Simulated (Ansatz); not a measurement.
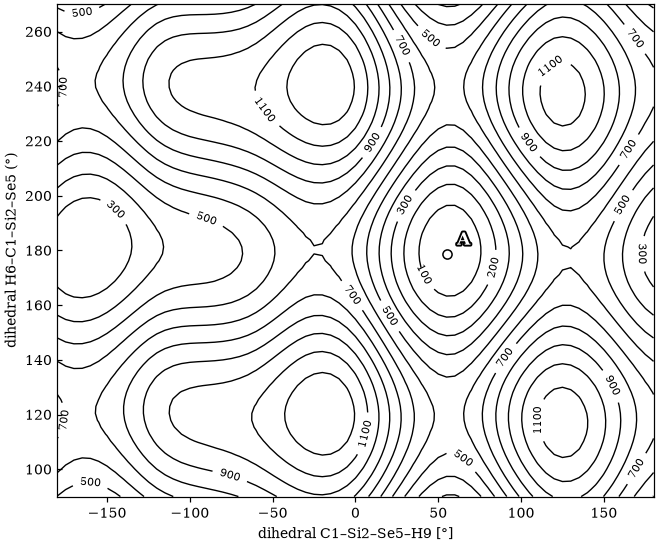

CH₄ClFSeSi, SMILES C[Si](F)(Cl)[SeH]. 
- Coordinates scanned: (1) dihedral C1–Si2–Se5–H9; (2) dihedral H6–C1–Si2–Se5.
- Nothing is relaxed (all other coordinates rigid).
- Grid: 12 × 13 points.
- Points are written as (first, second).
- Energies: cm⁻¹, counted from the lowest grid point.
- Computed with Ansatz 0.2.0, RHF/def2-SVP.

Drawn: contour lines labelled in cm⁻¹, the point A. Between grid points the surface is interpolated.

> What is the easiest way out of the well at A, and how high is the barrier?

The easiest path leads from the well at (60°, 180°) to the well at about (−160°, 181°), about 200 cm⁻¹ higher (on a rigid scan; wells that are mirror images or exchange like atoms can differ by this much). Its highest point lies about 590 cm⁻¹ above the bottom of the first well on the interpolated surface, at about (130°, 177°). Seen from the upper well the barrier is about 390 cm⁻¹. The start is the relaxed structure and all else is held, so a fully relaxed path at this level can only be lower.

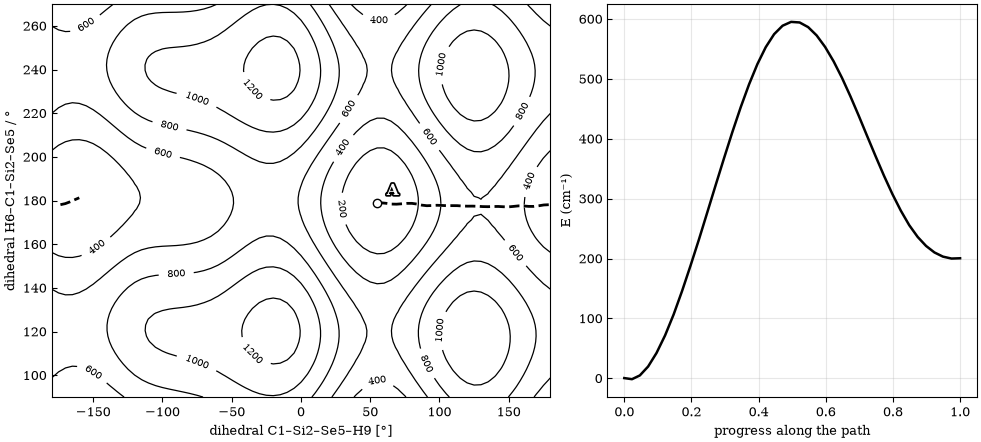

The picture shows contour lines labelled in cm⁻¹, a line along the lowest path, the energy along the path at the right. Between grid points the surface is interpolated.
